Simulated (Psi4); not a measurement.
**BH5S (B(H2S)H3): PTPSS/jun-cc-pVDZ (density fitting for correlation)**

What is the energy change on altering one bond length of BH5S (B(H2S)H3) at PTPSS/jun-cc-pVDZ (density fitting for correlation)? Input form: a Python script.

Program for the calculation: Psi4 1.11.

4 further runs of the same task are left out: 4 set aside as unsound or not needed.

### Step 1. The system as given

BH5S has 7 atoms, charge 0, and is taken as a singlet. As SMILES, `[H]B([H])([H])<-S`. The coordinates come from a GFN2-xTB relaxation.

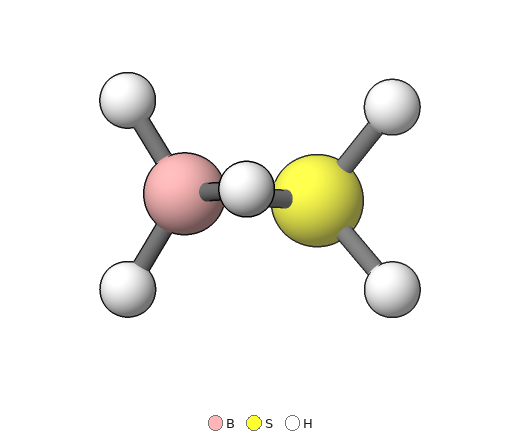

The structure, seen from a chosen angle (boron pink, sulfur yellow, hydrogen white).

### Step 2. The energy at PTPSS/jun-cc-pVDZ (density fitting for correlation)

Input file bh5s.xyz:

```xyz
7
BH5S
B      0.127630    -0.217240    -0.817090
S      0.134050    -0.231310     1.222430
H      0.506250     1.037510     1.415020
H     -1.154430     0.067690     1.414850
H      1.280190    -0.216980    -1.075620
H     -0.453000     0.779570    -1.081760
H     -0.440700    -1.219250    -1.077830
```

Input file job.py:

```python
import psi4

psi4.set_memory(1600000000)
psi4.set_num_threads(1)
psi4.core.set_output_file('bh5s.out', False)

with open('bh5s.xyz') as f:
    atoms = ''.join(f.readlines()[2:])
molecule = psi4.geometry('0 1\n' + atoms + 'symmetry c1')

psi4.set_options(dict(basis='jun-cc-pVDZ', scf_type='pk'))

energy_value = psi4.energy('PTPSS')
print(f'PTPSS energy: {energy_value:.10f} Eh')
```

The run is started by

```console
$ python job.py
```

bh5s.out:

```text
[...]
  Running in c1 symmetry.
[...]
  Nuclear repulsion =   54.189536805307483
[...]
  Multiplicity = 1
[...]
  Nalpha       = 13
  Nbeta        = 13
[...]
    Number of basis functions: 65
[...]
   @RKS iter   1:  -425.58168911817984   -2.63453e-01   6.06020e-03 DIIS/ADIIS
[...]
   @RKS iter   7:  -425.70657768288618   -2.52766e-08   4.94564e-07 DIIS
[...]
    Orbital Energies [Eh]
    ---------------------
    Doubly Occupied:
       1A    -90.206025     2A     -8.426159     3A     -7.036893
       4A     -6.255633     5A     -6.253570     6A     -6.249496
       7A     -0.911609     8A     -0.583668     9A     -0.556783
      10A     -0.475909    11A     -0.379035    12A     -0.357859
      13A     -0.348565
[...]
  @RKS Final Energy:  -425.70657768288618
   => Energetics <=
    Nuclear Repulsion Energy =             54.1895368053074833
    One-Electron Energy =                -692.6346233582702325
    Two-Electron Energy =                 228.7007031656369236
    DFT Exchange-Correlation Energy =     -15.9621942955603284
    Empirical Dispersion Energy =           0.0000000000000000
    VV10 Nonlocal Energy =                  0.0000000000000000
    Total Energy =                       -425.7065776828861203
[...]
 Multipole Moments:
 ------------------------------------------------------------------------------------
     Multipole            Electronic (a.u.)      Nuclear  (a.u.)        Total (a.u.)
 ------------------------------------------------------------------------------------
 L = 1.  Multiply by 2.5417464519 to convert [e a0] to [Debye]
 Dipole X            :          0.5182988           -0.7884651           -0.2701664
 Dipole Y            :         -0.8924696            1.3525114            0.4600419
 Dipole Z            :          3.3496640           -1.8924657            1.4571983
 Magnitude           :                                                    1.5517910
[...]
```

On the terminal:

```text
PTPSS energy: -425.8059255522 Eh
```

It took 13 s on 1 thread of Intel Xeon Platinum 8259CL at 2.50GHz (Skylake/Cascade Lake), shared host; peak memory 1 GiB.

### Step 3. The distorted shape, same level

Input file run.py:

```python
import psi4

psi4.set_memory('1600 MB')
psi4.set_num_threads(1)
psi4.core.set_output_file('bh5s.out', False)

mol = psi4.geometry("""
0 1
B      0.17082935    -0.65036814    -1.58048189
S      0.18296139    -0.67695659     2.27365233
H      0.95667385     1.96060975     2.67400026
H     -2.25191292    -0.11192848     2.63727343
H      2.34885209    -0.64987681    -2.06903279
H     -0.92640233     1.23332976    -2.08063571
H     -0.90315870    -2.54389262    -2.07320908
units au
symmetry c1
""")

psi4.set_options({
    'basis': 'jun-cc-pVDZ',
    'scf_type': 'pk',
})

energy_value, wavefunction = psi4.energy('ptpss', return_wfn=True)
print(f'total energy {energy_value:.8f} hartree = {energy_value * 27.211386:.5f} eV')
```

The run is started by

```console
$ python run.py
```

bh5s.out:

```text
[...]
  Running in c1 symmetry.
[...]
  Nuclear repulsion =   53.555457467680206
[...]
  Multiplicity = 1
[...]
  Nalpha       = 13
  Nbeta        = 13
[...]
    Number of basis functions: 65
[...]
   @RKS iter   1:  -425.56877920669871   -3.18373e-01   6.18272e-03 DIIS/ADIIS
[...]
   @RKS iter   8:  -425.70063986002725   -3.29055e-09   2.02297e-07 DIIS
[...]
    Orbital Energies [Eh]
    ---------------------
    Doubly Occupied:
       1A    -90.212706     2A     -8.430169     3A     -7.036642
       4A     -6.259667     5A     -6.257711     6A     -6.253535
       7A     -0.898482     8A     -0.581749     9A     -0.540216
      10A     -0.471931    11A     -0.378019    12A     -0.357171
      13A     -0.347834
[...]
  @RKS Final Energy:  -425.70063986002725
   => Energetics <=
    Nuclear Repulsion Energy =             53.5554574676802062
    One-Electron Energy =                -691.3988006812827507
    Two-Electron Energy =                 228.0853124129790217
    DFT Exchange-Correlation Energy =     -15.9426090594036829
    Empirical Dispersion Energy =           0.0000000000000000
    VV10 Nonlocal Energy =                  0.0000000000000000
    Total Energy =                       -425.7006398600272519
[...]
 Multipole Moments:
 ------------------------------------------------------------------------------------
     Multipole            Electronic (a.u.)      Nuclear  (a.u.)        Total (a.u.)
 ------------------------------------------------------------------------------------
 L = 1.  Multiply by 2.5417464519 to convert [e a0] to [Debye]
 Dipole X            :          0.4879061           -0.7565002           -0.2685941
 Dipole Y            :         -0.9859526            1.4614793            0.4755266
 Dipole Z            :          3.3288195           -1.8759257            1.4528938
 Magnitude           :                                                    1.5521497
[...]
```

Standard output:

```text
total energy -425.80090174 hartree = -11586.63270 eV
```

Wall time 14 s (1 thread of Intel Xeon Platinum 8259CL at 2.50GHz (Skylake/Cascade Lake), shared host); peak memory 1 GiB.

### Step 4. What came out

Level: PTPSS/jun-cc-pVDZ (density fitting for correlation).

```
                                                         quantity          value
                                        first shape: total energy  -425.80593 Eh
                   first shape: HOMO energy (SCF part's orbitals)       -9.48 eV
                   first shape: LUMO energy (SCF part's orbitals)        0.20 eV
                 first shape: HOMO–LUMO gap (SCF part's orbitals)        9.68 eV
                                    distorted shape: total energy  -425.80090 Eh
               distorted shape: HOMO energy (SCF part's orbitals)       -9.47 eV
               distorted shape: LUMO energy (SCF part's orbitals)       -0.08 eV
             distorted shape: HOMO–LUMO gap (SCF part's orbitals)        9.38 eV
energy change with the S2–H3 bond stretched from 1.336 to 1.470 Å       0.137 eV
```

With the S2–H3 bond stretched from 1.336 to 1.470 Å the energy rises by 0.14 eV (13.2 kJ/mol). The first shape isn't relaxed at this level, so the change isn't measured from a minimum.
